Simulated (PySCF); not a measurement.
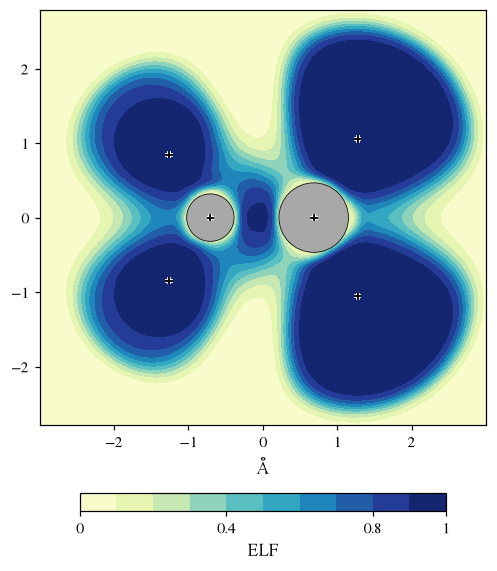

The ELF on a plane through atoms (crosses mark nuclei in the plane; grey discs cover the cores).

These are results of DFT single point, gas phase, functional wB97X in PySCF 2.14.0, density-fitted response routines, not measurements.

Candidates:
A. BrClCs (charge +1)
B. BH4N (SMILES BN)
C. C3H3 (SMILES [C-]#CC) (charge −1)

Q: Which candidate gave the map?

A: Candidate B: BH4N on the molecular plane, which holds B, N and H. B–N (1.39 Å): the ELF peaks at about 0.90 between the atoms: a short, strongly polar bond. N–H (1.01 Å): the ELF climbs to about 1 towards the hydrogen, as it does in any bond to H; an ordinary covalent bond to hydrogen.
